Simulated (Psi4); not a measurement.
# TPSS/def2-SVP (sweep point 1) run of C2HFN+ (SMILES Fc1[cH+]n1)

What is the vertical electron affinity of C2HFN+ at TPSS/def2-SVP (sweep point 1)? 

The calculation is run with Psi4 1.11.

### Step 1. The molecule

The species is C2HFN+ (5 atoms), meant as a singlet with charge +1. As SMILES, `Fc1[cH+]n1`. Geometry: relaxed at GFN2-xTB.

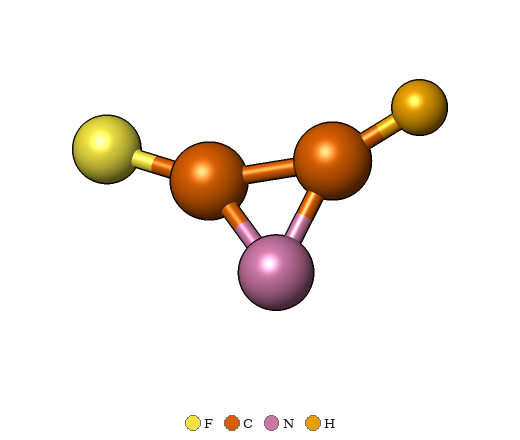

Viewed from a chosen angle; fluorine yellow, carbon orange, nitrogen pink, hydrogen amber.

### Step 2. A single-point energy at TPSS/def2-SVP (sweep point 1)

c2hfn.in reads:

```
memory 1.6 GB

molecule mol {
  1 1
  F      0.28262744    -2.92259373     1.95543190
  C     -0.09562014    -1.16136898     0.46577970
  C      0.18009090     1.27237150    -0.39812750
  N     -1.24113432    -0.38550413    -1.65201748
  H      0.87403613     3.19709535    -0.37106662
  units au
  symmetry c1
}

set {
  basis def2-SVP
  puream true
  scf_type pk
  dft_radial_points 99
  dft_spherical_points 590
}

e, wfn = energy('tpss', return_wfn=True)
print_variables()
```

Run with:

```sh
psi4 -i c2hfn.in -o c2hfn.out -n 1
```

c2hfn.out:

```text
[...]
  Running in c1 symmetry.
[...]
  Nuclear repulsion =  102.200524204000004
[...]
  Multiplicity = 1
[...]
  Nalpha       = 14
  Nbeta        = 14
[...]
    Number of basis functions: 61
[...]
   @RKS iter   1:  -230.74633678727398    3.88134e-01   6.39775e-03 ADIIS/DIIS
[...]
   @RKS iter   9:  -230.82160551135343   -1.22270e-09   1.31886e-07 DIIS
[...]
    Orbital Energies [Eh]
    ---------------------
    Doubly Occupied:
       1A    -24.793508     2A    -14.486117     3A    -10.481572
       4A    -10.410921     5A     -1.517518     6A     -1.308339
       7A     -0.890315     8A     -0.879467     9A     -0.802007
      10A     -0.783775    11A     -0.747609    12A     -0.682003
      13A     -0.676927    14A     -0.558411
[...]
  @RKS Final Energy:  -230.82160551135343
   => Energetics <=
    Nuclear Repulsion Energy =            102.2005242040000041
    One-Electron Energy =                -508.6834145342326110
    Two-Electron Energy =                 203.8607544517304859
    DFT Exchange-Correlation Energy =     -28.1994696328512795
    Empirical Dispersion Energy =           0.0000000000000000
    VV10 Nonlocal Energy =                  0.0000000000000000
    Total Energy =                       -230.8216055113534253
[...]
 Multipole Moments:
 ------------------------------------------------------------------------------------
     Multipole            Electronic (a.u.)      Nuclear  (a.u.)        Total (a.u.)
 ------------------------------------------------------------------------------------
 L = 1.  Multiply by 2.5417464519 to convert [e a0] to [Debye]
 Dipole X            :          0.1561347            0.2936069            0.4497416
 Dipole Y            :         -1.7917181            3.0410754            1.2493573
 Dipole Z            :          1.1729041           -1.1565381            0.0163660
 Magnitude           :                                                    1.3279416
[...]
```

It took 34 s on 1 thread of Intel Xeon Platinum 8175M at 2.50GHz (Skylake/Cascade Lake), shared host; peak memory 0.79 GiB.

### Step 3. Doublet neutral C2HFN, same level

job.in reads:

```
memory 1600 mb

molecule {
  0 2
  F      0.28262744    -2.92259373     1.95543190
  C     -0.09562014    -1.16136898     0.46577970
  C      0.18009090     1.27237150    -0.39812750
  N     -1.24113432    -0.38550413    -1.65201748
  H      0.87403613     3.19709535    -0.37106662
  units bohr
  symmetry c1
}

set globals {
  basis                def2-SVP
  reference            uks
  puream               true
  scf_type             pk
  dft_radial_points    99
  dft_spherical_points 590
  maxiter              150
}

energy("tpss")
```

Run with:

```sh
psi4 -n 1 job.in job.out
```

job.out:

```text
[...]
  Running in c1 symmetry.
[...]
  Nuclear repulsion =  102.200524204000004
[...]
  Multiplicity = 2
[...]
  Nalpha       = 15
  Nbeta        = 14
[...]
    Number of basis functions: 61
[...]
   @UKS iter   1:  -230.80791979127923    3.26551e-01   1.15937e-02 ADIIS/DIIS
[...]
   @UKS iter  12:  -231.07082413558021   -1.56058e-08   4.21458e-07 DIIS
[...]
   @S^2 Observed:                7.674534078E-01
[...]
    Orbital Energies [Eh]
    ---------------------
    Alpha Occupied:
       1A    -24.525516     2A    -14.117319     3A    -10.163330
       4A    -10.045820     5A     -1.253014     6A     -0.967153
       7A     -0.627884     8A     -0.571155     9A     -0.511370
      10A     -0.501616    11A     -0.454600    12A     -0.381013
      13A     -0.372680    14A     -0.245870    15A     -0.103276
    Alpha Virtual:
      16A     -0.058205    17A      0.047693    18A      0.073296
      19A      0.160956    20A      0.220150    21A      0.267164
      22A      0.376947    23A      0.412115    24A      0.455346
      25A      0.463483    26A      0.498408    27A      0.584079
[...]
  @UKS Final Energy:  -231.07082413558021
   => Energetics <=
    Nuclear Repulsion Energy =            102.2005242040000041
    One-Electron Energy =                -517.4940340355024091
    Two-Electron Energy =                 212.8120483952506561
    DFT Exchange-Correlation Energy =     -28.5893626993284471
    Empirical Dispersion Energy =           0.0000000000000000
    VV10 Nonlocal Energy =                  0.0000000000000000
    Total Energy =                       -231.0708241355802102
[...]
 Multipole Moments:
 ------------------------------------------------------------------------------------
     Multipole            Electronic (a.u.)      Nuclear  (a.u.)        Total (a.u.)
 ------------------------------------------------------------------------------------
 L = 1.  Multiply by 2.5417464519 to convert [e a0] to [Debye]
 Dipole X            :          0.1758109            0.2936069            0.4694178
 Dipole Y            :         -2.9763587            3.0410754            0.0647166
 Dipole Z            :          1.8235998           -1.1565381            0.6670617
 Magnitude           :                                                    0.8182375
[...]
```

Wall time 69 s (1 thread of Intel Xeon Platinum 8175M at 2.50GHz (Skylake/Cascade Lake), shared host); peak memory 0.79 GiB.

### Step 4. What came out

Level: TPSS/def2-SVP (sweep point 1).

| quantity | value |
| --- | --- |
| singlet C2HFN+: total energy | -230.82161 Eh |
| singlet C2HFN+: HOMO energy | -15.20 eV |
| singlet C2HFN+: LUMO energy | -10.73 eV |
| singlet C2HFN+: HOMO–LUMO gap | 4.47 eV |
| doublet neutral C2HFN: total energy | -231.07082 Eh |
| doublet neutral C2HFN: dipole moment | 2.08 D |
| doublet neutral C2HFN: HOMO energy (highest over α and β) | -2.81 eV |
| doublet neutral C2HFN: LUMO energy (lowest over α and β) | -1.58 eV |
| doublet neutral C2HFN: ⟨S²⟩ | 0.767 |
| vertical electron affinity (to the doublet neutral) | 6.782 eV |

What this shows: At fixed nuclei the extra electron is bound by 6.78 eV (156 kcal/mol).
